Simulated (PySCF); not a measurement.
# H2Se, SMILES `[SeH2]`: electronic structure

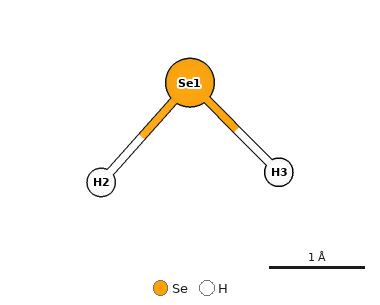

The molecule, with its atoms numbered as below. No frequency check shows the geometry to be a minimum.

Coordinates in Å:

```
Se1      0.0000   -0.0558    0.0000
H2       1.0283    0.9487    0.0000
H3      -1.0285    0.9485    0.0000
```

### 1. Bonding charge

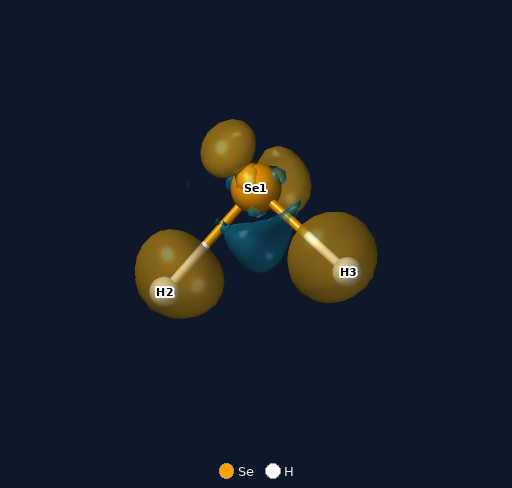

Deformation density (molecule less spherical, spin-averaged free atoms at the same positions), surfaces at ±0.12 e/Å³; yellow: gain, teal: loss.

PySCF calculation, BLYP/cc-pVDZ, gas phase; geometry: GFN2-xTB.

Q: Describe the bonding that the map shows.

A: Se1–H2 and Se1–H3: +0.23 e/Å³ at the bond critical point (bond length 1.44 Å, Mayer order 1.0). In all, 0.6 electrons gather in the regions of gain relative to the promolecule.

### 2. Local ionisation energy

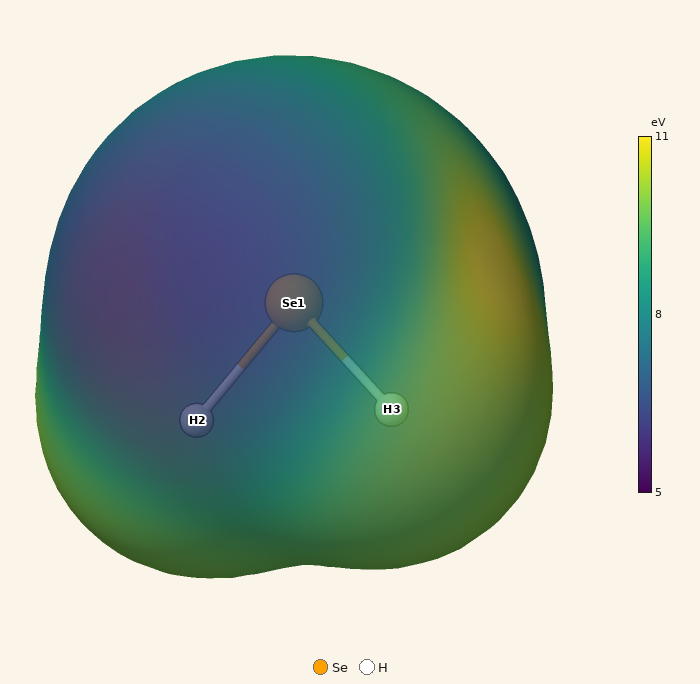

Average local ionisation energy on the surface of electron density 0.001 a.u.

Q: Where are the most loosely bound electrons on this surface?

A: The lowest value is 5.9 eV, 2.4 Å from Se1, and at like points elsewhere. For comparison, the highest occupied orbital lies at −5.5 eV.

Q: What volume does the surface enclose, and what is the dipole moment?

A: About 54 Å³; the dipole moment is 0.8 D.

### 3. Excited states

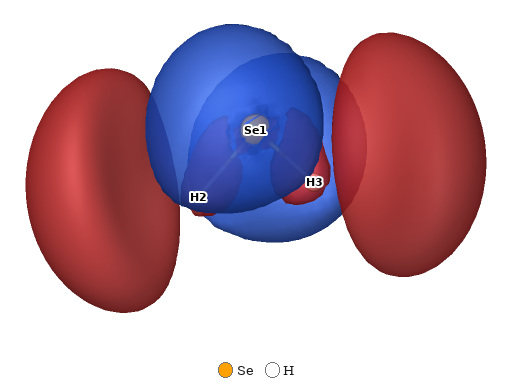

Unrelaxed difference density of S₃ less the ground state (TDA singlet states), ±0.006 e/Å³; red: gain, blue: loss.

Method: CAM-B3LYP/aug-cc-pVDZ; geometry: GFN2-xTB; program: PySCF.

Q: How does the charge move on excitation?

A: 0.91 e is displaced in all, largely into diffuse regions outside the molecule. The state: 7.14 eV (174 nm), f = 0.000 (dark), diffuse (Rydberg-like) orbital; the leading pair carries 100 %; hole on Se1 (90 %), electron on Se1 (40 %) and H2 and H3 (30 % each) (atom shares of so diffuse an orbital are rough); their centroids lie 0.7 Å apart.

### 4. Removing or adding an electron

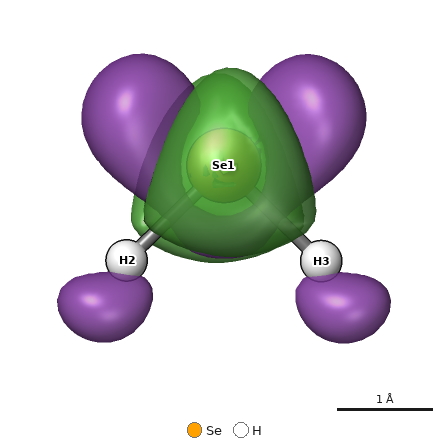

Dual descriptor f⁺ − f⁻ at ±0.04 e/Å³ (purple positive, green negative).

Method: B3LYP/def2-SVP; geometry: GFN2-xTB; program: PySCF.

Q: Which atoms come out as electrophilic, and which as nucleophilic?

A: Electrophilic (positive): H2 and H3 (+0.12). Nucleophilic (negative): Se1 (−0.23). f⁻ (Hirshfeld-condensed) is largest on Se1 (0.78); the vertical ionisation energy is 9.82 eV. f⁺ (Hirshfeld-condensed) is largest on Se1 (0.55); the vertical electron affinity is −2.90 eV (the stability of the anion's solution wasn't checked; negative, but this basis has no diffuse functions, so it doesn't show that the anion is unbound).

### 5. Localised orbitals

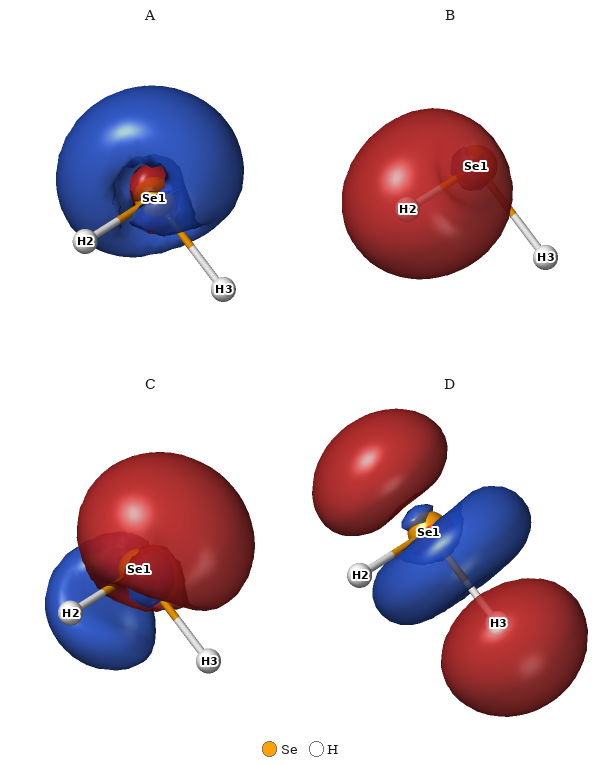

Intrinsic bond orbitals (IBO), occupied and valence-virtual; each surface holds about 80 % of the orbital's density. Energies are diagonal elements of the Fock matrix.

Method: HF/def2-TZVP; geometry: GFN2-xTB; program: PySCF.

Q: What does each orbital represent in a Lewis picture?

A: By panel:
- A: lone pair on Se1 (sp0.5-type) (Se1 100 %; −24.6 eV)
- B: σ bond Se1–H2 (Se1 52 %, H2 48 %; −18.1 eV)
- C: lone pair on Se1 (Se1 100 %; −37.7 eV)
- D: σ* orbital H3–Se1 (H3 51 %, Se1 49 %; 7.8 eV)

Q: Which has the smallest and which the largest spatial spread?

A: Smallest: B (0.97 Å); largest: D (1.38 Å).
